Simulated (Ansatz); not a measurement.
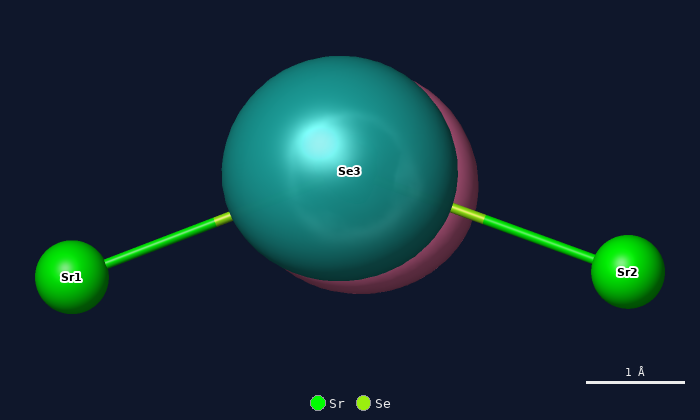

SeSr₂ (charge +1, quartet). One frontier orbital at ±0.15 Å⁻³ᐟ² (teal and pink are the two phases), seen at a tilt.

Geometry: B3LYP-D4/def2-TZVP; core potentials replace the inner electrons of Sr.

The calculation used UKS PBE0-D4/def2-TZVP (Ansatz).

**Which orbital is it: HOMO (β) or LUMO (β)?**

The LUMO (β), at −7.79 eV. It lies mainly on Se3 (about 85 %); it changes sign across the molecular plane (π type).
